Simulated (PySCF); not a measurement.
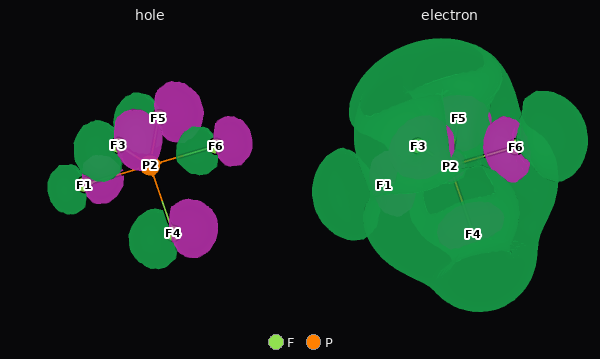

Figure. F₅P, SMILES `FP(F)(F)(F)F`. Leading natural transition orbital pair of S₅ (full linear response singlet states); the surfaces enclose about 78 % of each orbital's density.

Method: B3LYP/def2-SVPD; geometry: GFN2-xTB; program: PySCF. No frequency check shows the geometry to be a minimum. GFN2-xTB bond lengths at metals and heavier atoms can be off by up to 0.1 Å and shapes distorted, which carries into these values.

The calculation's input:

```python
import numpy as np
from pyscf import gto, scf, dft, tdscf
from pyscf.scf import atom_ks, atom_hf
from scipy.linalg import block_diag

def solve(mol, dm0=None, hcore=None):
    mf = (dft.UKS if mol.spin else dft.RKS)(mol, xc='b3lyp')
    mf.grids.level = 3
    mf = mf.density_fit(auxbasis='def2-universal-jkfit')
    mf.conv_tol, mf.max_cycle = 1e-8, 80
    if hcore is not None:
        mf.get_hcore = lambda *args: hcore
    mf.kernel(dm0)
    if not mf.converged:
        mf = mf.newton().run(mf.mo_coeff, mf.mo_occ, max_cycle=30)
    assert mf.converged, 'SCF not converged'
    return mf

mol = gto.M(atom='''
F     -1.58882     0.00084    -0.00041
P      0.00004     0.00016    -0.00042
F      0.00024    -0.40540     1.50551
F      0.00008    -1.10388    -1.10168
F     -0.00042     1.50681    -0.40203
F      1.58886     0.00136    -0.00069
''', basis='def2-svpd', charge=0, spin=0, verbose=4)
mf = solve(mol)
td = mf.TDDFT()
td.nstates, td.singlet, td.conv_tol = 6, True, 1e-5
td.kernel()
td.analyze()
x, y = np.array([p[0] for p in td.xy]), np.array([p[1] + 0 * p[0] for p in td.xy])
f, mu = td.oscillator_strength(), td.transition_dipole()
nto = [td.get_nto(state=i + 1, verbose=4) for i in range(len(td.e))]
# spherically averaged free atoms, for the promolecule
atm = atom_ks.get_atm_nrks(mol, xc='b3lyp')
pro = block_diag(*[(atm[a[0]][2] * atm[a[0]][3]) @ atm[a[0]][2].T for a in mol._atom])
np.savez('result.npz', e=td.e, f=f, ok=td.converged, w=[n[0] for n in nto], nto=[n[1] for n in nto], x=x, y=y, c=mf.mo_coeff, occ=mf.mo_occ, eps=mf.mo_energy, pro=pro, mu=mu)
```

Launched as:

```sh
OMP_NUM_THREADS=1 python input.py
```

The run took 4.7 min on 1 thread of Intel(R) Xeon(R) Platinum 8259CL CPU @ 2.50GHz (Skylake/Cascade Lake) (shared host), peak memory 0.8 GiB.

Question: Where does the state lie, and where do hole and electron sit?

Answer: 11.00 eV (113 nm), f = 0.118 (bright), partly diffuse acceptor orbital; the leading pair carries 99 %; hole on F3, F4 and F5 (24 % each), F1 and F6 (11 % each) and P2 (6 %), electron on P2 (33 %), F3, F4 and F5 (15 % each) and F1 and F6 (11 % each) (atom shares of so diffuse an orbital are rough); their centroids lie 0.0 Å apart. In canonical orbitals it is mainly HOMO−4 → LUMO (98 %). The HOMO–LUMO gap is 11.15 eV.
